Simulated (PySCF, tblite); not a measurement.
# Sn14S14: electronic excitations

Aim: compute the electronic excitations of Sn14S14.

Computed with tblite 0.8.0 and PySCF 2.14.0 and routines of our own; the level stands in each step. Atoms count from 0.

## 1. The starting structure

28 atoms, charge 0, multiplicity 1; geometry from: force field, distance geometry or constructed start.

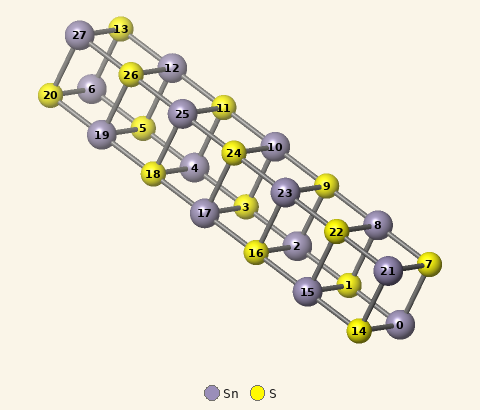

The starting geometry (tin purple, sulfur yellow); sticks join atoms by distance alone.

## 2. Relaxing the molecule with GFN1-xTB

Job settings and geometry (Å):

```
{"job": {"kind": "relax", "xc": "GFN1-xTB", "basis": "xTB"}, "charge": 0, "multiplicity": 1}
Sn    -1.401600    -1.408300    -8.440600
S     -1.409700    -1.403900    -5.632900
Sn    -1.401300    -1.408800    -2.812000
S     -1.407200    -1.402100    -0.006200
Sn    -1.407500    -1.407700     2.816400
S     -1.409800    -1.407000     5.623400
Sn    -1.406400    -1.404800     8.435700
S     -1.403100     1.409200    -8.437500
Sn    -1.403800     1.404400    -5.626400
S     -1.409300     1.405700    -2.811400
Sn    -1.408600     1.405300    -0.002100
S     -1.409000     1.404500     2.813000
Sn    -1.409900     1.407200     5.631000
S     -1.404300     1.405900     8.436300
S      1.404300    -1.401400    -8.438800
Sn     1.404600    -1.405900    -5.619700
S      1.406900    -1.404600    -2.812100
Sn     1.405400    -1.409900    -0.001000
S      1.405900    -1.404700     2.815500
Sn     1.409300    -1.405600     5.628700
S      1.404200    -1.402700     8.440500
Sn     1.405600     1.408000    -8.439200
S      1.409900     1.411100    -5.619400
Sn     1.402300     1.402200    -2.814500
S      1.407000     1.409100     0.000900
Sn     1.400400     1.405600     2.815500
S      1.407200     1.408800     5.625300
Sn     1.405900     1.407100     8.440200
```

Started as:

```bash
$ OMP_NUM_THREADS=8 python large_run.py task.json out
```

The driver reads the jobs from task.json and runs them one after another.

Log:

```text
step      E/eV     max force
  0   -2398.23178    3.426
  1   -2400.46039    2.988
  2   -2405.84394    0.712
  3   -2406.04852    0.824
  4   -2406.12930    0.636
  5   -2406.40103    0.678
  6   -2406.49242    0.747
  7   -2406.79645    0.802
  8   -2407.05114    0.794
  9   -2407.27272    0.593
 10   -2407.36100    0.451
 11   -2407.41222    0.489
 12   -2407.49344    0.437
 13   -2407.54439    0.279
 14   -2407.56650    0.194
 15   -2407.57742    0.164
 16   -2407.59010    0.183
 17   -2407.60554    0.160
 18   -2407.61599    0.123
 19   -2407.61975    0.083
 20   -2407.62079    0.044
 21   -2407.62124    0.027
 22   -2407.62141    0.013
```

It took 4.7 s on 8 threads of Intel Xeon Platinum 8488C, shared host; peak memory 0.16 GiB.

Step by step:

```
step  energy from step 0 (eV)  largest force (eV/Å)
   0                   0.0000                3.4258
   1                  -2.2286                2.9886
   2                  -7.6122                0.7125
   3                  -7.8167                0.8236
   4                  -7.8975                0.6352
   5                  -8.1692                0.6778
   6                  -8.2606                0.7468
   7                  -8.5647                0.8022
   8                  -8.8194                0.7935
   9                  -9.0409                0.5934
  10                  -9.1292                0.4513
  11                  -9.1804                0.4881
  12                  -9.2617                0.4365
  13                  -9.3126                0.2792
  14                  -9.3347                0.1942
  15                  -9.3456                0.1639
  16                  -9.3583                0.1825
  17                  -9.3738                0.1598
  18                  -9.3842                0.1230
  19                  -9.3880                0.0825
  20                  -9.3890                0.0436
  21                  -9.3895                0.0262
  22                  -9.3896                0.0133
```

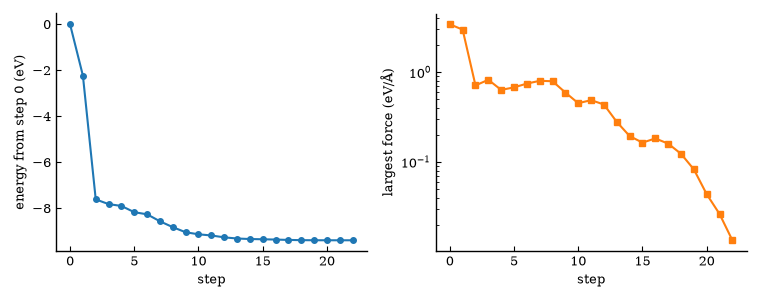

Energy and force, step by step.

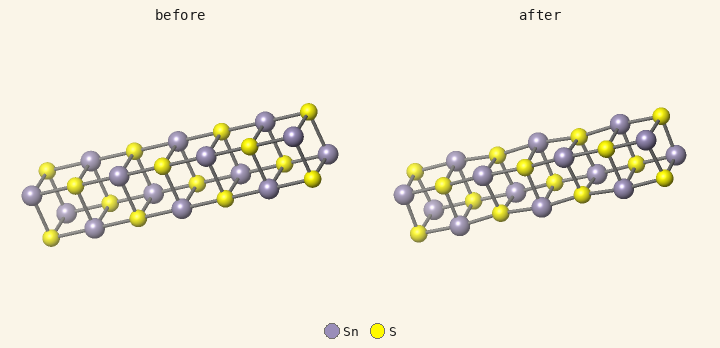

The geometry before (left) and after (right).

Close pairs (by a distance rule), those that changed most:

```
    bond  before (Å)  after (Å)  change (Å)
  Sn0–S7       2.818      2.517      -0.301
 Sn6–S13       2.811      2.517      -0.293
 Sn6–S20       2.811      2.517      -0.293
S13–Sn27       2.810      2.517      -0.293
S20–Sn27       2.810      2.517      -0.293
S14–Sn21       2.809      2.517      -0.292
 S7–Sn21       2.809      2.517      -0.291
 Sn0–S14       2.806      2.517      -0.289
```

The end geometry stands in the next job.

## 3. Electronic excitations: TDA PBE0/def2-SVP

Job settings and geometry (Å):

```
{"job": {"kind": "uv", "basis": "def2-SVP", "grid": 1, "kgrid": 0, "vcut": 1.5, "nstates": 6, "ntriplets": 2, "tda": true, "delta": [], "pop": true, "xc": "PBE0"}, "charge": 0, "multiplicity": 1}
Sn    -1.212321    -1.212593    -7.812563
S     -1.221549    -1.221671    -5.258321
Sn    -1.340258    -1.339861    -2.616820
S     -1.207902    -1.208574     0.000056
Sn    -1.340842    -1.340335     2.616901
S     -1.222444    -1.221866     5.258106
Sn    -1.215017    -1.213622     7.812325
S     -1.297415     1.299813    -7.938313
Sn    -1.355728     1.355836    -5.289568
S     -1.213296     1.213030    -2.634342
Sn    -1.355749     1.352505    -0.000031
S     -1.214344     1.212802     2.634386
Sn    -1.356690     1.355496     5.289718
S     -1.299832     1.299027     7.938844
S      1.300540    -1.296324    -7.937880
Sn     1.355943    -1.354653    -5.289273
S      1.212562    -1.212183    -2.633992
Sn     1.353266    -1.353416     0.000293
S      1.212044    -1.212029     2.634682
Sn     1.354825    -1.354166     5.290193
S      1.297643    -1.297465     7.939275
Sn     1.215417     1.216225    -7.811188
S      1.221719     1.222761    -5.257071
Sn     1.339579     1.340737    -2.615919
S      1.205291     1.207627     0.000560
Sn     1.338545     1.340903     2.617111
S      1.220665     1.223244     5.258518
Sn     1.212808     1.215166     7.812843
```

Method: TDA PBE0/def2-SVP, vertical, gas phase, core orbitals frozen in the response, virtual orbitals cut by energy.

Log:

```text
start: PBE on a coarse grid of 188330 points
cycle   1  E = -8482.1101614963  dE = -2.397e+02  |g| = 1.510e+01  |ddm| = 3.987e+01
cycle   2  E = -6036.1822315200  dE =  2.446e+03  |g| = 4.168e+01  |ddm| = 4.032e+02
cycle   3  E = -8543.4171352297  dE = -2.507e+03  |g| = 8.861e+00  |ddm| = 4.052e+02
cycle   4  E = -8504.1117833641  dE =  3.931e+01  |g| = 1.264e+01  |ddm| = 2.740e+01
cycle   5  E = -8556.9588376301  dE = -5.285e+01  |g| = 6.360e+00  |ddm| = 2.333e+01
cycle   6  E = -8565.5683417240  dE = -8.610e+00  |g| = 4.258e+00  |ddm| = 1.351e+01
cycle   7  E = -8570.4882622155  dE = -4.920e+00  |g| = 2.058e+00  |ddm| = 8.289e+00
cycle   8  E = -8568.7240471989  dE =  1.764e+00  |g| = 2.788e+00  |ddm| = 7.733e+00
cycle   9  E = -8571.6278970356  dE = -2.904e+00  |g| = 9.368e-01  |ddm| = 5.984e+00
cycle  10  E = -8571.8751781304  dE = -2.473e-01  |g| = 6.067e-01  |ddm| = 3.464e+00
cycle  11  E = -8571.9856616544  dE = -1.105e-01  |g| = 3.588e-01  |ddm| = 1.733e+00
cycle  12  E = -8572.0223339437  dE = -3.667e-02  |g| = 1.763e-01  |ddm| = 8.886e-01
cycle  13  E = -8572.0324814248  dE = -1.015e-02  |g| = 6.020e-02  |ddm| = 3.988e-01
cycle  14  E = -8572.0337146209  dE = -1.233e-03  |g| = 1.545e-02  |ddm| = 1.304e-01
cycle  15  E = -8572.0338018567  dE = -8.724e-05  |g| = 4.866e-03  |ddm| = 3.840e-02
final grid: 188330 points
cycle  16  E = -8572.5662922105  dE = -2.596e-02  |g| = 7.307e-02  |ddm| = 8.188e-01
cycle  17  E = -8572.5659744070  dE =  3.178e-04  |g| = 6.764e-02  |ddm| = 2.123e-01
cycle  18  E = -8572.5671533581  dE = -1.179e-03  |g| = 3.077e-02  |ddm| = 1.573e-01
cycle  19  E = -8572.5674535785  dE = -3.002e-04  |g| = 8.036e-03  |ddm| = 6.017e-02
cycle  20  E = -8572.5674741567  dE = -2.058e-05  |g| = 1.914e-03  |ddm| = 1.742e-02
cycle  21  E = -8572.5674798541  dE = -5.697e-06  |g| = 1.204e-03  |ddm| = 5.919e-03
cycle  22  E = -8572.5674786528  dE =  1.201e-06  |g| = 2.351e-04  |ddm| = 2.511e-03
cycle  23  E = -8572.5674837339  dE = -5.081e-06  |g| = 9.968e-05  |ddm| = 6.023e-04
converged SCF energy = -8572.5674837339

Static polarisability (au): isotropic 962.236, principal 577.147 590.142 1719.420

Singlet excitations
state   eV       nm        f      main configurations
  1   2.0739    597.8   0.00000   H->L 0.97
  2   2.1282    582.6   0.00000   H->L+1 0.94
  3   2.2005    563.4   0.00124   H->L+2 0.92
  4   2.2336    555.1   0.00000   H->L+3 0.86, H-3->L+4 0.12
  5   2.2435    552.6   0.00000   H->L+4 0.82, H-3->L+3 0.13
  6   2.4977    496.4   0.00000   H-1->L 0.97

Triplet excitations (Tamm-Dancoff, eV): 1.8205 1.8970
```

It took 2 min on 8 threads of Intel Xeon Platinum 8488C, shared host; peak memory 6.3 GiB.

The orbitals next to the gap, with their largest atomic shares:

```
orbital     eV                           atoms
 HOMO−4  -5.98   Sn0 12 %, Sn21 12 %, Sn6 12 %
 HOMO−3  -5.88  Sn8 10 %, Sn12 10 %, Sn15 10 %
 HOMO−2  -5.83     Sn27 8 %, Sn6 8 %, Sn21 8 %
 HOMO−1  -5.80        S3 6 %, S24 6 %, S20 6 %
   HOMO  -5.39    Sn10 9 %, Sn17 9 %, Sn12 8 %
   LUMO  -2.62  Sn17 30 %, Sn10 30 %, Sn23 6 %
 LUMO+1  -2.59  Sn23 15 %, Sn4 15 %, Sn25 15 %
 LUMO+2  -2.46   Sn4 18 %, Sn2 18 %, Sn23 18 %
 LUMO+3  -2.46  Sn8 16 %, Sn15 16 %, Sn12 15 %
```

Further results of this job:

```
           property  computed
  dipole moment (D)      0.00
polarisability (Å³)    142.59
 HOMO–LUMO gap (eV)      2.78
      −ε(HOMO) (eV)      5.39
```

## 4. Results

| quantity | value |
| --- | --- |
| lowest singlet (PBE0/def2-SVP) | 2.07 eV (598 nm), f = 0.000 |
| brightest single state of those computed | state 3, 2.20 eV, f = 0.001 |
| lowest triplet | 1.82 eV |

The lowest singlet, at 2.07 eV, is HOMO→LUMO 0.97 and is dark; of the 6 states computed, the strongest absorption comes from state 3 at 2.20 eV. The lowest triplet lies 0.25 eV below the lowest singlet. Spin-orbit coupling, left out, mixes singlets and triplets in elements this heavy.
